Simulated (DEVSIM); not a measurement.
System: Cr/Si3N4/p-Si capacitor, at 300 K.

| layer (left to right) | material | thickness (nm) | Na (cm⁻³) |
|---|---|---|---|
| 1 | Si3N4 | 28.0 | - |
| 2 | Si | 780 | 5.4e17 |

Metal gate on the left, work function 4.5 eV. Fixed charge at the semiconductor interface 0 cm⁻² (in units of +e); no interface traps.

Constants are typed, rounded textbook-type inputs, not results; the design itself was drawn at random and stands for no fabricated device. Values at 300 K.

```csv
parameter,Si3N4,Si
gap (eV),5.1,1.124
affinity (eV),2.1,4.05
permittivity,7.5,11.7
Nc (cm⁻³),-,2.86e19
Nv (cm⁻³),-,3.1e19
```

Model (solved in DEVSIM): 1D Poisson equation in equilibrium, Boltzmann statistics, complete ionisation; no quantum confinement or tunnelling. Metal contacts follow the ideal Schottky-Mott rule: no Fermi-level pinning, no interface dipoles.

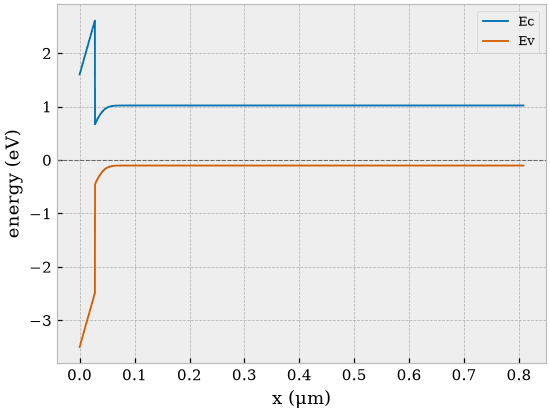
Figure. Band edges at 0.8 V on the gate

Energies count from the Fermi level of the right contact; mesh points crowd at the junctions.

```csv
x (μm),Ec (eV),Ev (eV),n (cm⁻³),p (cm⁻³),field (V/cm)
0.000,1.600,-3.500,< 1e2,< 1e2,360000
0.001243,1.645,-3.455,< 1e2,< 1e2,360000
0.003703,1.735,-3.365,< 1e2,< 1e2,360000
0.008574,1.912,-3.188,< 1e2,< 1e2,360000
0.01968,2.316,-2.784,< 1e2,< 1e2,360000
0.02443,2.488,-2.612,< 1e2,< 1e2,360000
0.02682,2.575,-2.525,< 1e2,< 1e2,360000
0.02831,0.675,-0.449,1.3e8,9.0e11,230000
0.02994,0.712,-0.412,3.2e7,3.7e12,220000
0.03358,0.785,-0.339,1800000,6.3e13,190000
0.04103,0.901,-0.223,21000,5.6e15,120000
0.06466,1.016,-0.108,250,4.7e17,6100
0.1064,1.019,-0.105,220,5.4e17,≈ 0
0.1942,1.019,-0.105,220,5.4e17,≈ 0
0.4675,1.019,-0.105,220,5.4e17,≈ 0
0.6467,1.019,-0.105,220,5.4e17,≈ 0
0.7319,1.019,-0.105,220,5.4e17,≈ 0
0.7724,1.019,-0.105,220,5.4e17,≈ 0
0.7954,1.019,-0.105,220,5.4e17,≈ 0
0.8026,1.019,-0.105,220,5.4e17,≈ 0
0.8062,1.019,-0.105,220,5.4e17,≈ 0
0.8080,1.019,-0.105,220,5.4e17,≈ 0
```
